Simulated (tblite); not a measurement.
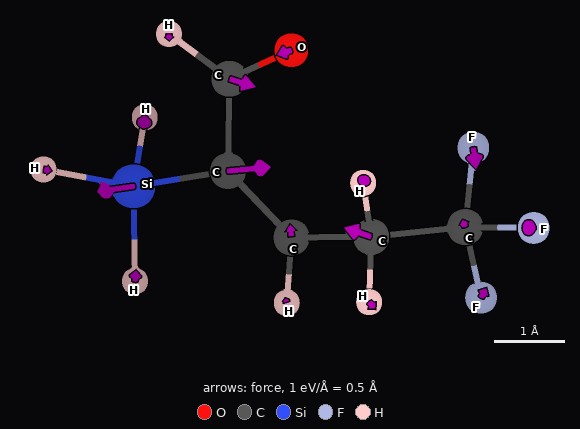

Starting geometry of C5H7F3OSi with the computed forces as purple arrows. The picture is a ball-and-stick view, seen at a tilt.

Method: GFN2-xTB geometry optimisation, gas phase (tblite). 

What follows when this structure is relaxed?

Answer. It isn't relaxed: the largest force vector, on the Si atom, is 1.80 eV/Å. The final displacements have little in common with the starting forces (cosine between the two patterns 0.12). The energy falls by 4.69 kcal/mol in 107 geometry steps. The O atom moves most after the best rigid fit: 0.95 Å. Largest moves by element: O 0.95 Å, F 0.45 Å, H 0.42 Å, C 0.21 Å, Si 0.05 Å. Among the contacts that change: C–Si 1.841 → 1.899 Å, H–Si 1.501 → 1.463 Å, C–C 1.491 → 1.466 Å, C–C 1.520 → 1.498 Å. Among the angles between lasting bonds that change: H–C–H 105.3° → 108.8°, C–C–C 113.6° → 110.2°, C–C–C 129.6° → 126.2°. Groups turn about C–C by about 40°.
